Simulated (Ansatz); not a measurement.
# Ge₂H₄ (triplet): one geometry, many settings

What do other methods and options give for Ge₂H₄ (triplet) at this geometry, and how long do they take?

Program: Ansatz 0.2.0, Gaussian basis. Level of theory: the settings change from run to run. These are calculated values, not measurements.

19 further runs of the same task are left out: 11 that didn't finish, 8 set aside as unsound or not needed.

## 1. The system

The geometry is a PBE0/def2-TZVP stationary point (not a proven minimum) of the parent state, kept for this charge and spin. No spin-orbit coupling is included. The filled d shell of Ge may be among the frozen orbitals whatever the setting's name suggests; the logs give the count.

6 atoms, charge 0, spin multiplicity 3.

Atoms are counted from 1 here; the program's logs count them from 0.

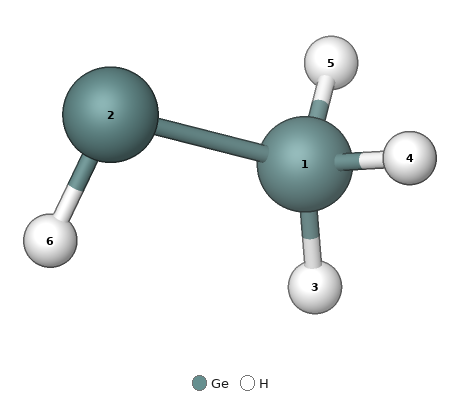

The structure; germanium teal, hydrogen white; atoms are numbered from 1 in the order of the file.

## 2. BCCD on ROHF/STO-3G

The input, in.yaml:

```yaml
crystal:
  periodic: [false, false, false]
  atoms:
    - {symbol: Ge, position_ang: [0.000000, 0.016763, 1.221757]}
    - {symbol: Ge, position_ang: [0.000000, -0.036285, -1.277289]}
    - {symbol: H, position_ang: [0.000000, 1.387006, 1.925829]}
    - {symbol: H, position_ang: [1.233110, -0.766974, 1.725729]}
    - {symbol: H, position_ang: [-1.233110, -0.766974, 1.725729]}
    - {symbol: H, position_ang: [0.000000, 1.553826, -1.375198]}
basis:
  gaussian: {orbitals: STO-3G}
magnetization: {spin_polarized: false, initial_magnetization: 2}
correlation: {method: bccd, electrons: outside_noble_gas}
accuracy: high
scf: {lower_state_search: light}
```

On the command line:

```sh
$ ansatz run in.yaml --threads 1 --pin off --events-out ev --progress --plain --max-ram 2393MiB
```

The log of the run, shortened:

```text
Functional definition: HF
  name "HF"
  cite "Fock, Z. Phys. 61, 126 (1930) doi:10.1007/BF01340294"
  parent pbe
[...]
557 factors; integrals over basis functions are off by at most 7.2e-9 eV
[...]
mean field -111723.24380854 eV, -4105.7534812295 hartree, gradient 2.0e-8 eV, S^2 2.000000; 1 other end points of the search recorded, 0 dependent functions left out
determinant -111723.24380854 eV, -4105.7534812295 hartree, with singles and doubles -111725.54240212 eV, -4105.8379529853 hartree
determinant -111719.84760005 eV, -4105.6286728695 hartree, with singles and doubles -111722.36723985 eV, -4105.7212679241 hartree
28 core orbitals not correlated, not the lowest: weight in the atoms' cores, before any rotation towards them, 0.748 or more for the frozen orbitals, at most 0.339 for the correlated occupied ones
reference -111723.24380854 eV, -4105.7534812295 hartree; 7, 5 occupied and 5, 7 virtual orbitals, 557 factors
second order -1.47271882 eV of doubles, -0.00772373 eV of singles
cycle   1  -2.29898746 eV  change   -3.9e-4 eV  update   2.6e-3
[...]
cycle  19  -2.29804004 eV  change  -1.8e-10 eV  update  8.3e-10
Total energy: -111725.54184858 eV, -4105.8379326432 hartree
```

Run time: 1.7 s. Hardware: 1 thread of Arm Neoverse V1, shared host.

From the report: correlation -2.2980 eV; largest double amplitude 0.07.

## 3. CASSCF(8,5)/STO-3G

in.yaml, as its differences from that of step 2:

```diff
@@ -12,4 +12,2 @@
 magnetization: {spin_polarized: false, initial_magnetization: 2}
-correlation: {method: bccd, electrons: outside_noble_gas}
-accuracy: high
-scf: {lower_state_search: light}
+correlation: {active_space: {window: {electrons: 8, orbitals: 5}}}
```

The command is unchanged.

The log of the run:

```text
Functional definition: HF
  name "HF"
  cite "Fock, Z. Phys. 61, 126 (1930) doi:10.1007/BF01340294"
  parent pbe
  exchange = exact_x
  correlation = 0
411 factors; integrals over basis functions are off by at most 2.9e-5 eV
mean field evaluation 1: about -111722.3215 eV, gradient 7.5e0 eV
mean field evaluation 2: about -111722.3255 eV, gradient 7.5e0 eV
mean field evaluation 4: about -111723.2216 eV, gradient 8.9e-1 eV
mean field evaluation 8: about -111723.2436 eV, gradient 2.5e-6 eV
mean field -111723.24363219 eV, -4105.7534747486 hartree, gradient 3.5e-6 eV, S^2 2.000000; 0 other end points of the search recorded, 0 dependent functions left out
reference -111723.24363219 eV, -4105.7534747486 hartree; 35, 33 occupied and 5, 7 virtual orbitals, 411 factors
state -111723.24441949 eV, -4105.7535036814 hartree
Total energy: -111723.24441949 eV, -4105.7535036814 hartree
```

It took 1.2 s on 1 thread of Arm Neoverse V1, shared host.

From the report: 25 determinants; active occupations 2.00, 2.00, 2.00, 1.00, 1.00.

## 4. CCSD on UHF/cc-pVDZ

in.yaml, as its differences from that of step 3:

```diff
@@ -10,4 +10,4 @@
 basis:
-  gaussian: {orbitals: STO-3G}
-magnetization: {spin_polarized: false, initial_magnetization: 2}
-correlation: {active_space: {window: {electrons: 8, orbitals: 5}}}
+  gaussian: {orbitals: cc-pVDZ}
+magnetization: {spin_polarized: true, initial_magnetization: 2}
+correlation: {method: ccsd, electrons: outside_noble_gas}
```

Same command.

The log of the run, shortened:

```text
Functional definition: HF
  name "HF"
  cite "Fock, Z. Phys. 61, 126 (1930) doi:10.1007/BF01340294"
  parent pbe
[...]
826 factors; integrals over basis functions are off by at most 1.1e-3 eV
[...]
mean field -113006.92783854 eV, -4152.9279992196 hartree, gradient 8.7e-6 eV, S^2 2.011656; 1 other end points of the search recorded, 0 dependent functions left out
determinant -113006.92783854 eV, -4152.9279992196 hartree, with singles and doubles -113012.53575963 eV, -4153.1340865185 hartree
determinant -113004.78194625 eV, -4152.8491391322 hartree, with singles and doubles -113010.61567558 eV, -4153.0635247312 hartree
28 core orbitals not correlated: weight in the atoms' cores, before any rotation towards them, 0.999 or more for the frozen orbitals, at most 0.000 for the correlated occupied ones
reference -113006.92783854 eV, -4152.9279992196 hartree; 7, 5 occupied and 39, 41 virtual orbitals, 826 factors
second order -4.46723348 eV of doubles, -0.00000000 eV of singles
cycle   1  -5.60820392 eV  change   -2.8e-4 eV  update   1.1e-3
[...]
cycle   9  -5.60863449 eV  change    5.9e-7 eV  update   1.0e-6
Total energy: -113012.53647303 eV, -4153.1341127355 hartree
```

Wall time 7 s (1 thread of Arm Neoverse V1, shared host).

From the report: ⟨S²⟩ of the determinant 2.012 (pure triplet: 2.00); correlation -5.6086 eV; T1 0.016; largest double amplitude 0.03.

## 5. BCCD(T)/cc-pVDZ

in.yaml, as its differences from that of step 4:

```diff
@@ -12,2 +12,3 @@
 magnetization: {spin_polarized: true, initial_magnetization: 2}
-correlation: {method: ccsd, electrons: outside_noble_gas}
+hamiltonian: {xc: {name: PBE}}
+correlation: {method: bccd_t, electrons: outside_noble_gas, diis_vectors: 4}
```

Launched as before.

The log of the run, shortened:

```text
Functional definition: PBE
  name "PBE"
  cite "Perdew, Burke & Ernzerhof, Phys. Rev. Lett. 77, 3865 (1996) doi:10.1103/PhysRevLett.77.3865"
  parent pbe
[...]
826 factors; integrals over basis functions are off by at most 1.1e-3 eV
[...]
mean field -113079.98354905 eV, -4155.6127470619 hartree, gradient 8.5e-6 eV, S^2 2.002490; 2 other end points of the search recorded, 0 dependent functions left out
28 core orbitals not correlated: weight in the atoms' cores, before any rotation towards them, 0.999 or more for the frozen orbitals, at most 0.000 for the correlated occupied ones
reference -113005.76425606 eV, -4152.8852383522 hartree; 7, 5 occupied and 39, 41 virtual orbitals, 826 factors
second order -4.83521791 eV of doubles, -0.42484063 eV of singles
cycle   1  -5.96659381 eV  change   -7.1e-1 eV  update   6.5e-2
[...]
cycle  12  -6.22194980 eV  change    4.6e-6 eV  update   1.4e-5
perturbative correction -0.14967707 eV, -0.0055005307 hartree
Total energy: -113012.13588293 eV, -4153.1193913206 hartree
```

Run time: 8.5 s. Hardware: 1 thread of Arm Neoverse V1, shared host.

From the report: ⟨S²⟩ of the determinant 2.002 (pure triplet: 2.00); correlation -6.3716 eV; largest double amplitude 0.04.

## 6. BCCD(T)/cc-pVDZ

in.yaml, as its differences from that of step 5:

```diff
@@ -12,3 +12,3 @@
 magnetization: {spin_polarized: true, initial_magnetization: 2}
-hamiltonian: {xc: {name: PBE}}
-correlation: {method: bccd_t, electrons: outside_noble_gas, diis_vectors: 4}
+hamiltonian: {xc: {name: r2SCAN}}
+correlation: {method: bccd_t, electrons: outside_noble_gas, diis_vectors: 2}
```

Same command.

The log of the run, shortened:

```text
Functional definition: r2SCAN
  name "r2SCAN"
  cite "Furness, Kaplan, Ning, Perdew & Sun, J. Phys. Chem. Lett. 11, 8208 (2020) doi:10.1021/acs.jpclett.0c02405"
  cite "Furness, Kaplan, Ning, Perdew & Sun, J. Phys. Chem. Lett. 11, 9248 (2020) doi:10.1021/acs.jpclett.0c03077"
  parent r2scan
[...]
826 factors; integrals over basis functions are off by at most 1.1e-3 eV
[...]
mean field -113096.80782571 eV, -4156.2310278251 hartree, gradient 9.6e-6 eV, S^2 2.005371; 0 other end points of the search recorded, 0 dependent functions left out
28 core orbitals not correlated: weight in the atoms' cores, before any rotation towards them, 0.999 or more for the frozen orbitals, at most 0.000 for the correlated occupied ones
reference -113006.06278468 eV, -4152.8962090766 hartree; 7, 5 occupied and 39, 41 virtual orbitals, 826 factors
second order -4.75880408 eV of doubles, -0.32798996 eV of singles
cycle   1  -5.78766015 eV  change   -7.1e-1 eV  update   6.4e-2
[...]
cycle  14  -6.04967431 eV  change   -4.2e-6 eV  update   9.2e-6
perturbative correction -0.14952371 eV, -0.0054948951 hartree
Total energy: -113012.26198271 eV, -4153.1240254021 hartree
```

It took 11 s on 1 thread of Arm Neoverse V1, shared host.

From the report: ⟨S²⟩ of the determinant 2.005 (pure triplet: 2.00); correlation -6.1992 eV; largest double amplitude 0.04.

## 7. CCSD on ROHF/6-31G

in.yaml, as its differences from that of step 6:

```diff
@@ -10,5 +10,6 @@
 basis:
-  gaussian: {orbitals: cc-pVDZ}
-magnetization: {spin_polarized: true, initial_magnetization: 2}
-hamiltonian: {xc: {name: r2SCAN}}
-correlation: {method: bccd_t, electrons: outside_noble_gas, diis_vectors: 2}
+  gaussian: {orbitals: 6-31G}
+magnetization: {spin_polarized: false, initial_magnetization: 2}
+correlation: {method: ccsd, electrons: valence}
+scf: {omitted_lower_state_checks: [cluster_reference]}
+output: {forces: true}
```

Same command.

The log of the run, shortened:

```text
Functional definition: HF
  name "HF"
  cite "Fock, Z. Phys. 61, 126 (1930) doi:10.1007/BF01340294"
  parent pbe
[...]
628 factors; integrals over basis functions are off by at most 4.7e-4 eV
[...]
mean field -112989.62078696 eV, -4152.2919768051 hartree, gradient 1.0e-6 eV, S^2 2.000000; 0 other end points of the search recorded, 0 dependent functions left out
18 core orbitals not correlated: weight in the atoms' cores, before any rotation towards them, 1.000 or more for the frozen orbitals, at most 0.000 for the correlated occupied ones
reference -112989.62078696 eV, -4152.2919768051 hartree; 17, 15 occupied and 31, 33 virtual orbitals, 628 factors
second order -10.96529316 eV of doubles, -0.02569687 eV of singles
cycle   1  -10.69329932 eV  change    3.0e-1 eV  update   7.8e-2
[...]
cycle  14  -11.15633550 eV  change    1.5e-6 eV  update   1.1e-6
[...]
Total energy: -113000.77712246 eV, -4152.7019645725 hartree
Atom 0 at     0.000000     0.016763     1.221757 Å, force     0.000000    -1.218939     0.140789 eV/Å
Atom 1 at     0.000000    -0.036285    -1.277289 Å, force    -0.000000     1.032971     0.858113 eV/Å
Atom 2 at     0.000000     1.387006     1.925829 Å, force     0.000000     0.404822    -0.313174 eV/Å
Atom 3 at     1.233110    -0.766974     1.725729 Å, force     0.215843    -0.061186     0.124715 eV/Å
Atom 4 at    -1.233110    -0.766974     1.725729 Å, force    -0.215843    -0.061186     0.124715 eV/Å
Atom 5 at     0.000000     1.553826    -1.375198 Å, force     0.000000    -0.096482    -0.935157 eV/Å
Dipole moment:     0.000000    -0.025357    -0.020244 e Å
Checks for a lower state left out: cluster_reference
```

Wall time 18 s (1 thread of Arm Neoverse V1, shared host); peak memory 0.28 GiB.

From the report: correlation -11.1563 eV; T1 0.011; largest double amplitude 0.04.

## 8. HF/cc-pVDZ

in.yaml, as its differences from that of step 7:

```diff
@@ -10,6 +10,6 @@
 basis:
-  gaussian: {orbitals: 6-31G}
+  gaussian: {orbitals: cc-pVDZ}
 magnetization: {spin_polarized: false, initial_magnetization: 2}
-correlation: {method: ccsd, electrons: valence}
-scf: {omitted_lower_state_checks: [cluster_reference]}
-output: {forces: true}
+hamiltonian: {xc: hf}
+accuracy: high
+output: {orbitals: {seedname: orbitals}}
```

The command is unchanged.

The log of the run:

```text
Functional definition: HF
  name "HF"
  cite "Fock, Z. Phys. 61, 126 (1930) doi:10.1007/BF01340294"
  parent pbe
  exchange = exact_x
  correlation = 0
1641 factors; integrals over basis functions are off by at most 4.6e-9 eV
mean field evaluation 1: about -113005.7622 eV, gradient 1.0e1 eV
mean field evaluation 2: about -113005.7750 eV, gradient 1.0e1 eV
mean field evaluation 4: about -113006.7947 eV, gradient 1.2e0 eV
mean field evaluation 8: about -113006.8426 eV, gradient 1.1e-2 eV
mean field evaluation 16: about -112948.0574 eV, gradient 1.1e2 eV
mean field -113006.84258938 eV, -4152.9248663706 hartree, gradient 2.0e-8 eV, S^2 2.000000; 0 other end points of the search recorded, 0 dependent functions left out
reference -113006.84258938 eV, -4152.9248663706 hartree; 35, 33 occupied and 39, 41 virtual orbitals, 1641 factors
Total energy: -113006.84258938 eV, -4152.9248663706 hartree
```

Run time: 4.3 s. Hardware: 1 thread of Arm Neoverse V1, shared host.

## 9. CCSD on UHF/cc-pVDZ

in.yaml, as its differences from that of step 8:

```diff
@@ -11,5 +11,4 @@
   gaussian: {orbitals: cc-pVDZ}
-magnetization: {spin_polarized: false, initial_magnetization: 2}
-hamiltonian: {xc: hf}
-accuracy: high
-output: {orbitals: {seedname: orbitals}}
+magnetization: {spin_polarized: true, initial_magnetization: 2}
+correlation: {method: ccsd, electrons: outside_noble_gas}
+output: {forces: true}
```

Same command.

The log of the run, shortened:

```text
Functional definition: HF
  name "HF"
  cite "Fock, Z. Phys. 61, 126 (1930) doi:10.1007/BF01340294"
  parent pbe
[...]
826 factors; integrals over basis functions are off by at most 1.1e-3 eV
[...]
mean field -113006.92783854 eV, -4152.9279992196 hartree, gradient 8.7e-6 eV, S^2 2.011656; 1 other end points of the search recorded, 0 dependent functions left out
determinant -113006.92783854 eV, -4152.9279992196 hartree, with singles and doubles -113012.53575963 eV, -4153.1340865185 hartree
determinant -113004.78194625 eV, -4152.8491391322 hartree, with singles and doubles -113010.61567558 eV, -4153.0635247312 hartree
28 core orbitals not correlated: weight in the atoms' cores, before any rotation towards them, 0.999 or more for the frozen orbitals, at most 0.000 for the correlated occupied ones
reference -113006.92783854 eV, -4152.9279992196 hartree; 7, 5 occupied and 39, 41 virtual orbitals, 826 factors
second order -4.46723348 eV of doubles, -0.00000000 eV of singles
cycle   1  -5.60820392 eV  change   -2.8e-4 eV  update   1.1e-3
[...]
cycle  10  -5.60863521 eV  change   -7.0e-7 eV  update   4.5e-7
[...]
Total energy: -113012.53647376 eV, -4153.1341127621 hartree
Atom 0 at     0.000000     0.016763     1.221757 Å, force     0.000000    -1.219495     0.393210 eV/Å
Atom 1 at     0.000000    -0.036285    -1.277289 Å, force    -0.000000     1.230918     0.821048 eV/Å
Atom 2 at     0.000000     1.387006     1.925829 Å, force    -0.000000     0.255103    -0.415691 eV/Å
Atom 3 at     1.233110    -0.766974     1.725729 Å, force     0.073041     0.032531     0.034902 eV/Å
Atom 4 at    -1.233110    -0.766974     1.725729 Å, force    -0.073041     0.032531     0.034902 eV/Å
Atom 5 at     0.000000     1.553826    -1.375198 Å, force     0.000000    -0.331588    -0.868370 eV/Å
Dipole moment:     0.000000    -0.033042    -0.004609 e Å
```

Wall time 14 s (1 thread of Arm Neoverse V1, shared host).

From the report: ⟨S²⟩ of the determinant 2.012 (pure triplet: 2.00); correlation -5.6086 eV; T1 0.016; largest double amplitude 0.03.

## 10. CCSDT(Q)/B on ROHF/STO-3G

in.yaml, as its differences from that of step 9:

```diff
@@ -10,5 +10,7 @@
 basis:
-  gaussian: {orbitals: cc-pVDZ}
-magnetization: {spin_polarized: true, initial_magnetization: 2}
-correlation: {method: ccsd, electrons: outside_noble_gas}
+  gaussian: {orbitals: STO-3G}
+magnetization: {spin_polarized: false, initial_magnetization: 2}
+correlation: {method: ccsdt_q_b, electrons: outside_noble_gas}
+accuracy: high
+scf: {lower_state_search: light}
 output: {forces: true}
```

Launched as before.

The log of the run, shortened:

```text
Functional definition: HF
  name "HF"
  cite "Fock, Z. Phys. 61, 126 (1930) doi:10.1007/BF01340294"
  parent pbe
[...]
557 factors; integrals over basis functions are off by at most 7.2e-9 eV
[...]
mean field -111723.24380854 eV, -4105.7534812295 hartree, gradient 2.0e-8 eV, S^2 2.000000; 1 other end points of the search recorded, 0 dependent functions left out
determinant -111723.24380854 eV, -4105.7534812295 hartree, with singles and doubles -111725.54240212 eV, -4105.8379529853 hartree
determinant -111719.84760005 eV, -4105.6286728695 hartree, with singles and doubles -111722.36723985 eV, -4105.7212679241 hartree
28 core orbitals not correlated, not the lowest: weight in the atoms' cores, before any rotation towards them, 0.748 or more for the frozen orbitals, at most 0.339 for the correlated occupied ones
reference -111723.24380854 eV, -4105.7534812295 hartree; 7, 5 occupied and 5, 7 virtual orbitals, 557 factors
second order -1.47271882 eV of doubles, -0.00772373 eV of singles
cycle   1  -1.98495998 eV  change   -5.0e-1 eV  update   6.6e-2
[...]
cycle  24  -2.32586182 eV  change   9.6e-11 eV  update  7.2e-10
perturbative correction -0.00072271 eV, -0.0000265591 hartree
[...]
Total energy: -111725.57039307 eV, -4105.8389816338 hartree
Atom 0 at     0.000000     0.016763     1.221757 Å, force    -0.000000    -1.542709     0.330762 eV/Å
Atom 1 at     0.000000    -0.036285    -1.277289 Å, force    -0.000000     3.087298     2.299769 eV/Å
Atom 2 at     0.000000     1.387006     1.925829 Å, force     0.000000    -1.129778    -1.007593 eV/Å
Atom 3 at     1.233110    -0.766974     1.725729 Å, force    -1.124827     0.793820    -0.320333 eV/Å
Atom 4 at    -1.233110    -0.766974     1.725729 Å, force     1.124827     0.793820    -0.320333 eV/Å
Atom 5 at     0.000000     1.553826    -1.375198 Å, force    -0.000000    -2.002450    -0.982273 eV/Å
Dipole moment:     0.000000    -0.101933    -0.217535 e Å
```

Wall time 15 s (1 thread of Arm Neoverse V1, shared host); peak memory 0.29 GiB.

From the report: correlation -2.3266 eV; T1 0.010; largest double amplitude 0.07.

## 11. All runs side by side

Where basis and cores are those of an earlier UCCSDT(Q)/cc-pVDZ run (-113012.7193 eV), and the state is the same kind, the miss against it is given.

```csv
level,correlated,functions,energy (eV),from UCCSDT(Q) (meV),time
BCCD on ROHF/STO-3G,outside noble gas,40,-111725.5418,,1.7 s
"CASSCF(8,5)/STO-3G",,40,-111723.2444,,1.2 s
CCSD on UHF/cc-pVDZ,outside noble gas,74,-113012.5365,182.8,7 s
BCCD(T)/cc-pVDZ (on PBE orbitals),outside noble gas,74,-113012.1359,583.4,8.5 s
BCCD(T)/cc-pVDZ (on r2SCAN orbitals),outside noble gas,74,-113012.2620,457.3,11 s
CCSD on ROHF/6-31G,valence,66,-113000.7771,,18 s
HF/cc-pVDZ,,74,-113006.8426,5876.7,4.3 s
CCSD on UHF/cc-pVDZ,outside noble gas,74,-113012.5365,182.8,14 s
CCSDT(Q)/B on ROHF/STO-3G,outside noble gas,40,-111725.5704,,15 s
```

## 12. Outcome

| quantity | value |
| --- | --- |
| runs | 9 |
| quickest | CASSCF(8,5)/STO-3G, 1.2 s |
| slowest | CCSD on ROHF/6-31G, 18 s |

**Reading.** Total energies in different bases, with other cores or another treatment of relativity can't be set against each other. CCSD on ROHF/6-31G took 15 times as long as CASSCF(8,5)/STO-3G; the jobs differ in more than the method. Among the correlated runs with a miss given, it spans +183 to +583 meV. Hartree-Fock, CASSCF and CASCI lack dynamic correlation by design. Cores frozen from Kohn-Sham orbitals shift the total energy.
